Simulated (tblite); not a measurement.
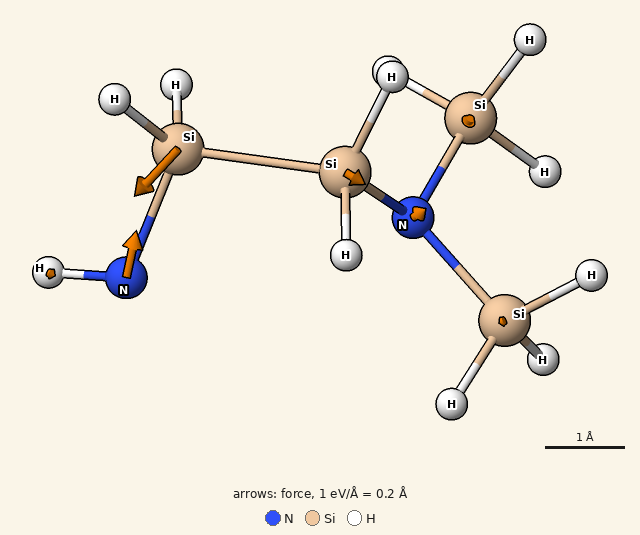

Starting geometry of Si4N2H11 (multiplicity 2) with the computed forces as orange arrows. A ball-and-stick model, seen at a tilt.

The calculation used GFN2-xTB geometry optimisation, gas phase in tblite 0.8.0. 

> Is this structure relaxed? If not, where do the atoms go?

It isn't relaxed: the largest force vector, on a Si atom, is 4.51 eV/Å. The final displacements have little in common with the starting forces (cosine between the two patterns 0.13). After 245 geometry steps the energy has fallen by 1.281 eV. The largest move after the best rigid fit is that of an H atom, 2.11 Å. By element the largest moves are H 2.11 Å, N 0.65 Å, Si 0.62 Å. Some distances before and after: Si–Si 2.218 → 2.388 Å, N–Si 1.807 → 1.638 Å, N–Si 1.766 → 1.727 Å, N–Si 1.772 → 1.749 Å. Bond angles that change, for instance: N–Si–H 110.3° → 127.9°, Si–Si–H 113.9° → 99.9°, Si–N–H 110.4° → 123.7°. Groups turn about N–Si by about 90°.
